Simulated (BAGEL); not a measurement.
**GeH3O (SMILES [OH][GeH2]): ROHF/6-31G(d) (density fitting with qzvpp-jkfit, spherical functions)**

What is the energy change on altering one bond length of GeH3O at ROHF/6-31G* (density fitting with qzvpp-jkfit, spherical functions)? 

Program for the calculation: BAGEL 1.2.2.

4 further runs of the same task are left out: 2 that didn't finish, 2 set aside as unsound or not needed. Runs told in other sessions of the task aren't counted.

## (1) Starting point

The species is GeH3O (5 atoms), meant as a doublet with charge 0. As SMILES, `[OH][GeH2]`. The coordinates come from a PBE0-D4/def2-TZVP relaxation. This is one conformer, not always the lowest.

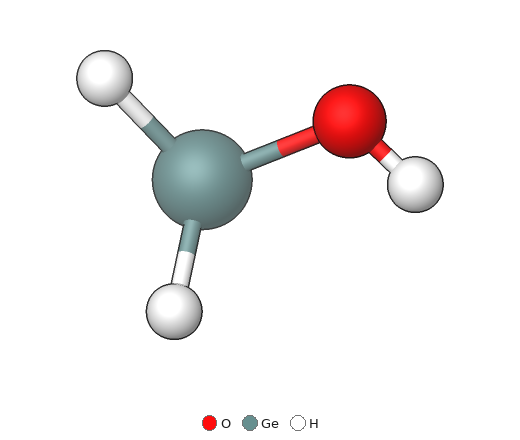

The structure, seen from a chosen angle (oxygen red, germanium teal, hydrogen white).

## (2) A single-point energy at ROHF/6-31G(d) (density fitting with qzvpp-jkfit, spherical functions)

Input file hf.json:

```json
{ "bagel" : [

{
  "title" : "molecule",
  "basis" : "6-31gs.json",
  "df_basis" : "qzvpp-jkfit",
  "angstrom" : true,
  "geometry" : [
    { "atom" : "O", "xyz" : [       0.355500,      -1.075800,       0.460700 ] },
    { "atom" : "Ge", "xyz" : [      -0.520100,       0.416100,       0.017700 ] },
    { "atom" : "H", "xyz" : [       1.097400,      -0.907600,       1.046500 ] },
    { "atom" : "H", "xyz" : [      -1.396800,      -0.014400,      -1.180300 ] },
    { "atom" : "H", "xyz" : [       0.513900,       1.508000,      -0.385900 ] }
  ]
},

{ "title" : "rohf", "nopen" : 1 },

{ "title" : "print", "file" : "orbitals.molden", "orbitals" : true }

]}
```

The basis set 6-31G* is read from a file made from the Basis Set Exchange's data (not shown).

Command:

```bash
$ BAGEL_NUM_THREADS=1 BAGEL hf.json > hf.out
```

The program printed:

```text
* using 1 threads per process

  ===============================================================
  ===============================================================

  *** Geometry ***

  { "atom" : "O", "xyz" : [      0.671798,     -2.032967,      0.870597 ] },
  { "atom" : "Ge", "xyz" : [     -0.982847,      0.786315,      0.033448 ] },
  { "atom" : "H", "xyz" : [      2.073785,     -1.715115,      1.977598 ] },
  { "atom" : "H", "xyz" : [     -2.639569,     -0.027212,     -2.230444 ] },
  { "atom" : "H", "xyz" : [      0.971130,      2.849707,     -0.729245 ] },

  Number of auxiliary basis functions:      397

  Since a DF basis is specified, we compute 2- and 3-index integrals:
    o Being stored without compression. Storage requirement is 0.009 GB

  Number of basis functions:       52
  Number of electrons      :       43

    * METHOD: MOLECULE                             0.10

  *** Open-shell HF ***

  === Nuclear Repulsion ===
   113.0837636806

      * DIIS with orbital gradients will be used.

  === ROHF iteration (6-31gs.json) ===
      0      -2151.47248335          0.05552688           0.04
      1      -2151.55585299          0.04233370           0.03
      2      -2151.60104242          0.03059203           0.03
      3      -2151.64742922          0.00153886           0.03
      4      -2151.64794898          0.00067076           0.03
      5      -2151.64810239          0.00028898           0.03
      6      -2151.64814059          0.00007534           0.03
      7      -2151.64816055          0.00001988           0.03
      8      -2151.64816461          0.00000810           0.03
      9      -2151.64816484          0.00000367           0.04
     10      -2151.64816489          0.00000154           0.03
     11      -2151.64816487          0.00000064           0.03
     12      -2151.64816486          0.00000025           0.03
     13      -2151.64816486          0.00000011           0.03
     14      -2151.64816486          0.00000005           0.03
     15      -2151.64816486          0.00000002           0.03
     16      -2151.64816486          0.00000001           0.03
     17      -2151.64816486          0.00000001           0.03
    * SCF iteration converged.

    * S^2 (ROHF) is 0.7500

    * Permanent dipole moment:
           (   -0.159204,    -0.655255,    -0.277533) a.u.

    * METHOD: ROHF                                 0.72

    * METHOD: PRINT                                0.00

  ===============================================================
```

Run time: 1 s. Hardware: 1 thread of AMD EPYC 9R45 (Zen 5), shared host.

## (3) The distorted shape at the same level

Input file calc.json:

```json
{ "bagel" : [

{
  "title" : "molecule",
  "basis" : "6-31gs.json",
  "df_basis" : "qzvpp-jkfit",
  "angstrom" : "true",
  "geometry" : [
    { "atom" : "O", "xyz" : [    0.132916,   -1.126263,    0.284949 ] },
    { "atom" : "Ge", "xyz" : [   -0.742684,    0.365637,   -0.158051 ] },
    { "atom" : "H", "xyz" : [    1.097400,   -0.907600,    1.046500 ] },
    { "atom" : "H", "xyz" : [   -1.619384,   -0.064863,   -1.356051 ] },
    { "atom" : "H", "xyz" : [    0.291316,    1.457537,   -0.561651 ] }
  ]
},
{
  "title" : "rohf",
  "nopen" : 1
},
{
  "title" : "print",
  "file" : "orbitals.molden",
  "orbitals" : "true"
}

]}
```

The basis set 6-31G* is read from a file made from the Basis Set Exchange's data (not shown).

Command:

```bash
$ BAGEL_NUM_THREADS=1 BAGEL calc.json > calc.out
```

The program printed:

```text
* using 1 threads per process

  ===============================================================
  ===============================================================

  *** Geometry ***

  { "atom" : "O", "xyz" : [      0.251175,     -2.128329,      0.538476 ] },
  { "atom" : "Ge", "xyz" : [     -1.403469,      0.690954,     -0.298673 ] },
  { "atom" : "H", "xyz" : [      2.073785,     -1.715115,      1.977598 ] },
  { "atom" : "H", "xyz" : [     -3.060192,     -0.122573,     -2.562565 ] },
  { "atom" : "H", "xyz" : [      0.550507,      2.754346,     -1.061367 ] },

  Number of auxiliary basis functions:      397

  Since a DF basis is specified, we compute 2- and 3-index integrals:
    o Being stored without compression. Storage requirement is 0.009 GB

  Number of basis functions:       52
  Number of electrons      :       43

    * METHOD: MOLECULE                             0.09

  *** Open-shell HF ***

  === Nuclear Repulsion ===
   111.4435353636

      * DIIS with orbital gradients will be used.

  === ROHF iteration (6-31gs.json) ===
      0      -2151.39527941          0.05920918           0.04
      1      -2151.45570342          0.05168220           0.04
      2      -2151.50352516          0.04297298           0.04
      3      -2151.59438283          0.00217536           0.03
      4      -2151.59527710          0.00079379           0.03
      5      -2151.59551834          0.00034934           0.03
      6      -2151.59557777          0.00011458           0.03
      7      -2151.59559785          0.00003021           0.03
      8      -2151.59560369          0.00001136           0.04
      9      -2151.59560441          0.00000371           0.03
     10      -2151.59560460          0.00000169           0.04
     11      -2151.59560461          0.00000097           0.04
     12      -2151.59560460          0.00000036           0.03
     13      -2151.59560459          0.00000015           0.04
     14      -2151.59560459          0.00000007           0.04
     15      -2151.59560459          0.00000003           0.04
     16      -2151.59560459          0.00000002           0.04
     17      -2151.59560459          0.00000001           0.03
    * SCF iteration converged.

    * S^2 (ROHF) is 0.7500

    * Permanent dipole moment:
           (   -0.223186,    -0.655220,    -0.328557) a.u.

    * METHOD: ROHF                                 0.73

    * METHOD: PRINT                                0.00

  ===============================================================
```

Run time: 1 s. Hardware: 1 thread of AMD EPYC 9R45 (Zen 5), shared host.

## (4) What came out

At ROHF/6-31G* (density fitting with qzvpp-jkfit, spherical functions):

| quantity | value |
| --- | --- |
| first shape: total energy | -2151.64816 Eh |
| first shape: dipole moment | 1.85 D |
| first shape: ⟨S²⟩ | 0.750 |
| distorted shape: total energy | -2151.59560 Eh |
| distorted shape: dipole moment | 1.95 D |
| distorted shape: ⟨S²⟩ | 0.750 |
| energy change with the O1–H3 bond stretched from 0.960 to 1.248 Å | 1.430 eV |

**Reading.** With the O1–H3 bond stretched from 0.960 to 1.248 Å the energy rises by 1.43 eV (138 kJ/mol). The first shape isn't relaxed at this level, so the change isn't measured from a minimum.
